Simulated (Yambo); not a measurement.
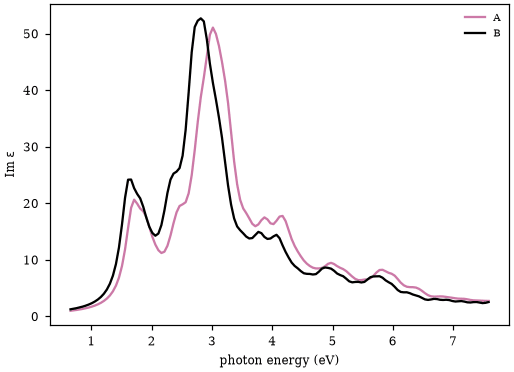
Figure. Two computed absorption spectra of SrGaSnH (space group P3m1, No. 156) under isotropic strain of -3 % on all lattice vectors (Yambo, PBEsol bands with the same scissor, field along x)

Axes are Cartesian, with cell vectors (Å) (4.30, 0.00, 0.00), (-2.15, 3.72, 0.00), (0.00, 0.00, 4.85).

Which curve includes the electron-hole attraction (BSE)?

Curve B: the attraction moves weight to lower energy (centre of the plotted range 3.3 eV against 3.5 eV). Settings: 6×6×4 mesh, 4 valence and 10 conduction bands, static screening with 51 bands and a 4 Ry block, scissor 0.61 eV, Tamm-Dancoff. The scissor comes from a G0W0 run whose convergence isn't established. Broadening 0.15 eV. The band window holds all transitions up to 8.6 eV. On this mesh the peak heights and the fine structure are mesh artefacts; only the shift of weight is robust.

The standard potentials for Ga, Sn keep a d shell in the valence without the s and p states of that shell. In tests on such compounds this moved G0W0 gaps by up to about 0.9 eV, so absolute quasiparticle energies here are unreliable; differences between settings are what counts.

Spin-orbit coupling is not included.

Geometry strained from the cell relaxed with PBEsol, atoms relaxed again; primitive cell a = 4.296 Å, b = 4.296 Å, c = 4.851 Å, α = 90.00°, β = 90.00°, γ = 120.00°.
